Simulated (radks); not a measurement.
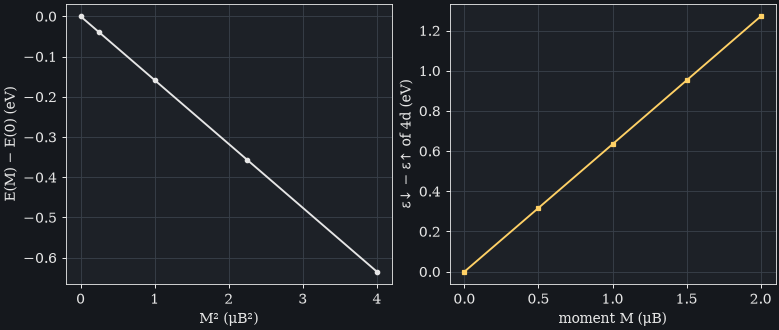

For Rh in [Kr] 4d8 5s1, the spin moment of the 4d shell is fixed at a series of values. All numbers are computed, not measured: non-relativistic Kohn-Sham, PBE, spin-polarised, spherical densities, point nucleus (the in-house radial solver radks). The plot shows the energy and the exchange splitting.

Describe both curves.

The energy falls with the moment, to −0.635 eV at M = 2 μB, the largest moment run, in line with Hund's first rule (at fractional spins the functional's fractional-spin error adds to the fall). A fit E = −I M²/4 gives an exchange integral I of about 0.63 eV, and the exchange splitting grows nearly in proportion to M, to 1.27 eV (0.64 eV per μB).
